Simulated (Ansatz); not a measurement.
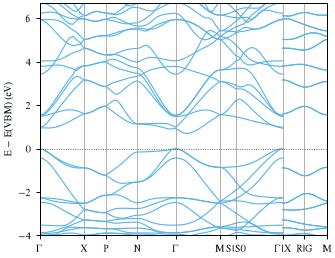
*Band structure from the program Ansatz at the LDA level (PAW)*

Read off the gap and where the band edges lie.

About 0.7 eV (0.70 eV by a search for the band edges); maximum at Γ, minimum on the Γ–M line, 25 % of the way from Γ.

The material is RbVN₂ in space group I-42d (No. 122; Rb on 4b, V on 4a, N on 8d).

The first step of the workflow began from a Materials Project structure, measured or hypothetical; the Crystallography Open Database copy checked does not list it. Its standing as an ambient phase is unchecked. The cell was relaxed with LDA under the symmetry of its start; phonons on a q-mesh show weakly imaginary modes. The run is not spin-polarised. Scalar-relativistic: spin–orbit coupling is off unless named, which matters more the heavier the elements.

Potentials: the later of the program's two PAW sets.
